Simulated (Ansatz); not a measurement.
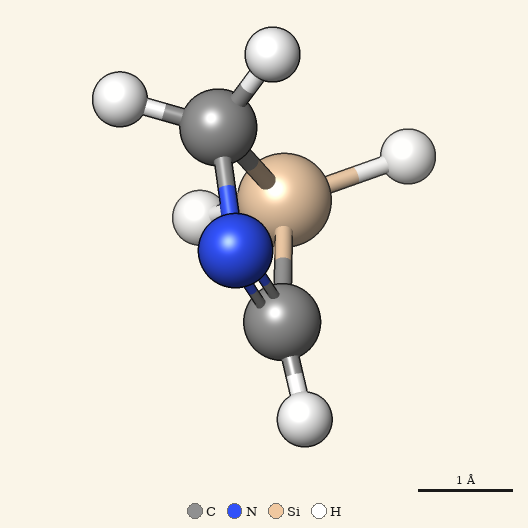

The structure as it stands in the input.

Ansatz 0.2.0 input:

```yaml
crystal:
  periodic: [false, false, false]
  atoms:
    - {symbol: C, position_ang: [-0.741619, 0.493219, -0.974156]}
    - {symbol: N, position_ang: [0.511846, 0.755029, -1.053404]}
    - {symbol: C, position_ang: [1.112592, 0.092896, 0.136372]}
    - {symbol: Si, position_ang: [-0.625264, -0.504171, 0.607085]}
    - {symbol: H, position_ang: [-1.436960, 0.860072, -1.728188]}
    - {symbol: H, position_ang: [1.856541, -0.647564, -0.164886]}
    - {symbol: H, position_ang: [1.605894, 0.824253, 0.780044]}
    - {symbol: H, position_ang: [-0.926979, -1.962076, 0.544078]}
    - {symbol: H, position_ang: [-1.267452, 0.041943, 1.835858]}
basis:
  gaussian: {orbitals: def2-SVP}
magnetization: {spin_polarized: true, initial_magnetization: 0}
hamiltonian: {xc: {name: revPBE}}
md: {timestep: 1 fs, n_steps: 30, ensemble: nve, temperature: 500, initial_velocities: maxwell_boltzmann, seed: 667}
```

Command:

```sh
ansatz run in.yaml --threads 2 --pin off --events-out ev --progress --plain --max-ram 4352MiB
```

What the program printed (its end):

```
mean field -11513.29654337 eV, -423.1058439763 hartree, gradient 1.9e-5 eV, S^2 0.000000; 1 other end points of the search recorded, 0 dependent functions left out
the calculation of the forces begins
reference -11513.29658294 eV, -423.1058454303 hartree; 19, 19 occupied and 66, 66 virtual orbitals, 974 factors
md step    30: t =    30.00 fs  T =   306.6 K  F+E_penalty+E_count = -11513.29654337 eV  E_kin = 0.277436 eV  conserved = -11513.01910762 eV  (32 SCF iters)
Total energy: -11513.29658294 eV, -423.1058454303 hartree
Atom 0 at    -0.719580     0.432244    -1.012588 Å, force     1.119702     0.852224     0.025395 eV/Å
Atom 1 at     0.541469     0.832591    -1.017390 Å, force    -1.811308    -0.027254    -0.774362 eV/Å
Atom 2 at     1.112690     0.120729     0.087044 Å, force     0.036046    -1.591264     0.464255 eV/Å
Atom 3 at    -0.652443    -0.534922     0.625780 Å, force     0.594942     0.757452    -0.177206 eV/Å
Atom 4 at    -1.379238     0.914253    -1.729874 Å, force    -0.741736    -0.109420    -0.547741 eV/Å
Atom 5 at     1.751175    -0.704186    -0.245202 Å, force     0.512260    -0.362232    -0.328973 eV/Å
Atom 6 at     1.739910     0.762959     0.671833 Å, force     0.686574     0.720631     1.104951 eV/Å
Atom 7 at    -1.080047    -1.950899     0.805128 Å, force    -0.041665    -0.342364    -0.007236 eV/Å
Atom 8 at    -1.118907     0.268408     1.789400 Å, force    -0.354814     0.102226     0.240917 eV/Å
Dipole moment:    -0.124908    -0.245242     0.205891 e Å
```

The calculation finished and met its thresholds.
